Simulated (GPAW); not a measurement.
Consider InRh (Pm-3m).

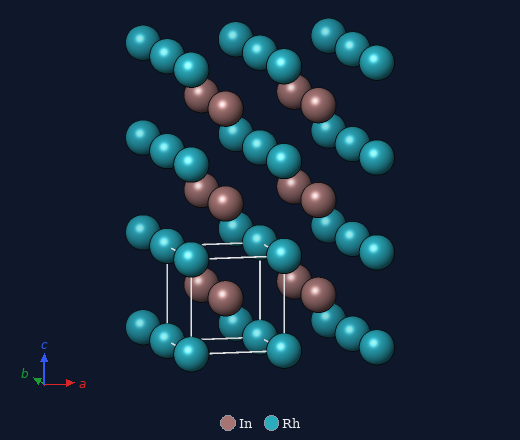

The structure (indium brown, rhodium blue). 2×2×3 cells are drawn. Some periodic images of atoms are drawn too.

```cif
data_structure
_symmetry_space_group_name_H-M 'P 1'
_symmetry_Int_Tables_number 1
_cell_length_a 3.1960
_cell_length_b 3.1960
_cell_length_c 3.1960
_cell_angle_alpha 90.000
_cell_angle_beta 90.000
_cell_angle_gamma 90.000
_cell_volume 32.65
loop_
_atom_site_label
_atom_site_type_symbol
_atom_site_fract_x
_atom_site_fract_y
_atom_site_fract_z
_atom_site_occupancy
In1 In 0.50000 0.50000 0.50000 1
Rh2 Rh 0.00000 0.00000 0.00000 1
```

Absorber: atom 1, with 8 Rh at 2.77 Å and 6 In at 3.20 Å (cube and octahedron, as in bcc, site symmetry m-3m). Method: GPAW, LDA, excited-electron core hole (neutral cell), 8-atom cell with 5.5 Å between holes, 6×6×6 k points, dipole transitions, Gaussian full width 7.91 eV.

Where do the maxima of the In K edge fall?

Main maxima up to 30 eV above the zero (height): 7.0 eV (1.28) and 27.8 eV (0.99). A K edge sees empty p states on the absorber. 

The In K spectrum (energy from the lowest empty level; intensity scaled to a mean of 1 over the first 20 eV):

```tsv
E (eV)	intensity
-2.0	0.26
-0.5	0.44
1.0	0.66
2.5	0.90
4.0	1.10
5.5	1.24
7.0	1.28
8.5	1.24
10.0	1.15
11.5	1.05
13.0	0.97
14.5	0.91
16.0	0.87
17.5	0.85
19.0	0.86
20.5	0.88
22.0	0.91
23.5	0.93
25.0	0.96
26.5	0.99
28.0	0.99
29.5	0.98
31.0	0.95
```

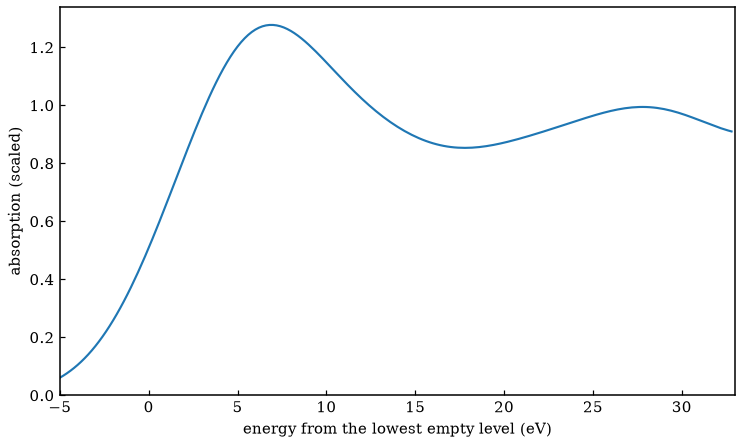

The In K edge.

The script folds with a Gaussian, whereas the core hole's own line is a Lorentzian, so the onset is too steep and the first peak too high. The holes are only 5.5 Å apart, so the shape is probably not converged with cell size; no larger cell was run here. The structure is a published determination, not relaxed.

[Banner, clock and machine lines of the logs are left out without a mark of their own.]

[Logs are printed without paths, hosts, clocks, repeated set-up lines and the standing remarks that a program may print on its own settings, such as how far it seeks lower states.]

[Hosts, paths, dates, database ids (printed as entryN), source tags and the programs' standing remarks are cut or masked in the printed files.]

[Lists of maxima count a maximum above −3 eV only where it reaches 4 % of the highest in the window and stands out from its surroundings by 2 % of it (1.5 % where it reaches 55 %); shoulders and weaker maxima are passed over, and of the rest the first, up to two pre-edge ones and the few strongest are named.]
